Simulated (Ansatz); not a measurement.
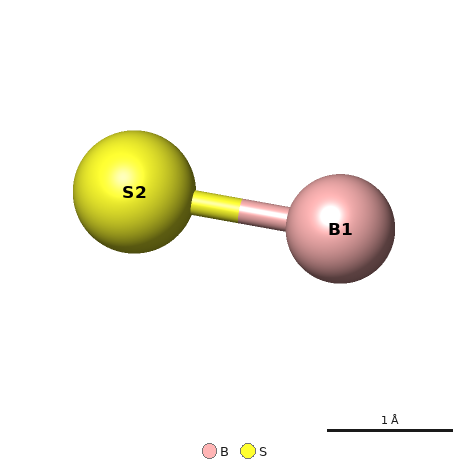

The picture comes from a calculation with Ansatz.

Atoms carry their numbers in the input. The species has charge −1 and is a spin singlet. Geometry: a fixed input geometry, not necessarily a minimum.

List the bonds and their lengths.

```csv
bond,length (Å)
B1–S2,1.690
```
